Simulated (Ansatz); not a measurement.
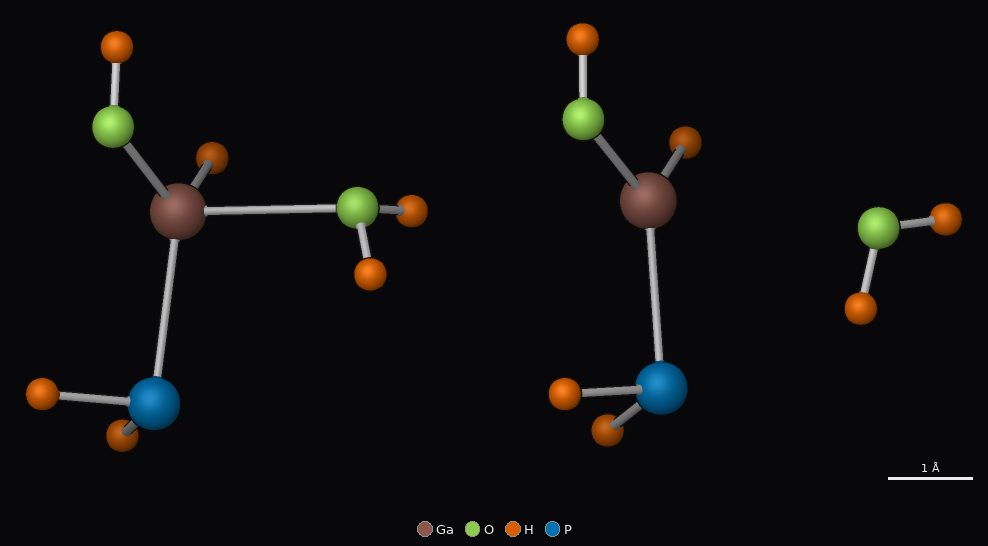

Two geometries of GaPH₆O₂, drawn at one scale. One is the start of a relaxation, the other its converged end. The picture is a ball-and-stick view, seen face on.

Method: RKS B3LYP/def2-mTZVP in Ansatz 0.2.0. Settings: no spin polarisation; force threshold 0.03 eV/Å; at most 50 steps.

> Which of the two is the end point?

The left one is the relaxed one. The run prepares an end point of a later path (reaction) calculation, from a guessed geometry. The largest move after the best rigid fit is that of an H atom, 0.62 Å. Largest moves by element: H 0.62 Å, O 0.45 Å, Ga 0.34 Å, P 0.25 Å. Near-neighbour distances that change, for instance: Ga–O 2.982 → 2.276 Å, Ga–P 2.304 → 2.356 Å, H–O 0.987 → 0.971 Å, Ga–H 1.568 → 1.579 Å. New bonds form, among them: Ga–O (2.98 → 2.28 Å). Bond angles that change, for instance: O–Ga–P 112.8° → 110.5°. After 16 accepted moves (20 points after the start) the energy has fallen by 0.217 eV. The largest force component goes from 0.78 to 0.016 eV/Å. The line search rejected the trial steps at points 1, 7, 10, 15 of the run. The forces were under the threshold at step 16, but the run went on from there.

Limits of the set-up: the start holds two separate molecules, 2.6 Å apart at their closest, whose relative position is a soft coordinate and is computed without a dispersion correction.
